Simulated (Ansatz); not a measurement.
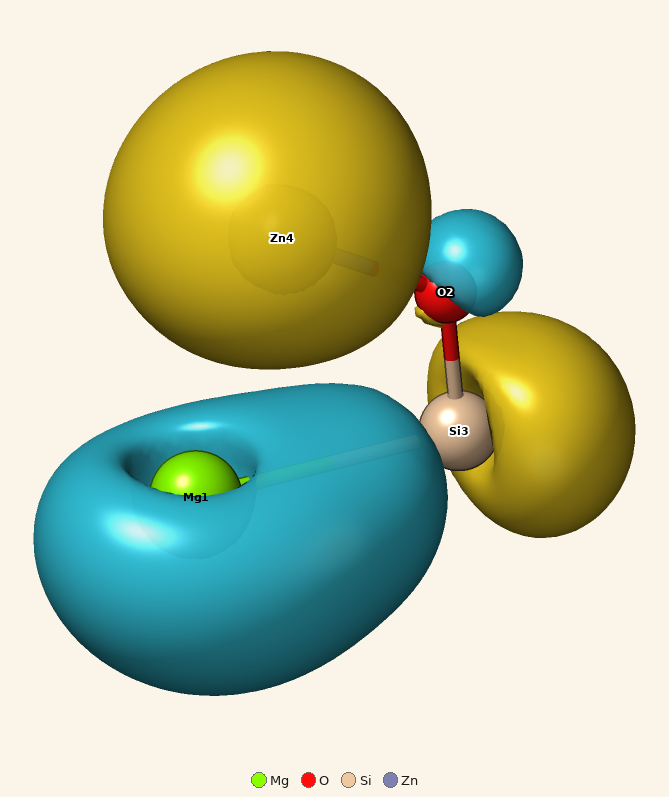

Figure. MgOSiZn. One frontier orbital at ±0.08 Å⁻³ᐟ² (yellow and cyan are the two phases), seen at a tilt.

Geometry: PBE0-D3(BJ)/def2-SVP.

These are results of isolated molecule in a Gaussian basis; Kohn-Sham density functional theory, functional PBE0 in Ansatz 0.2.0, not measurements.

```
atom    x (Å)    y (Å)    z (Å)
  Mg  -1.5412  -3.6762  -0.3826
   O  -1.2927  -0.7410  -1.8041
  Si  -1.7805  -1.8882  -2.7704
  Zn  -0.8234  -1.0160   0.2475
```

### Which orbital is it: HOMO or LUMO?

The HOMO, at −5.03 eV. By Hirshfeld shares it lies mainly on Zn4 (about 40 %), Mg1 (about 35 %) and Si3 (about 25 %); it is symmetric in the molecular plane (an in-plane orbital: σ, lone-pair or in-plane π type).
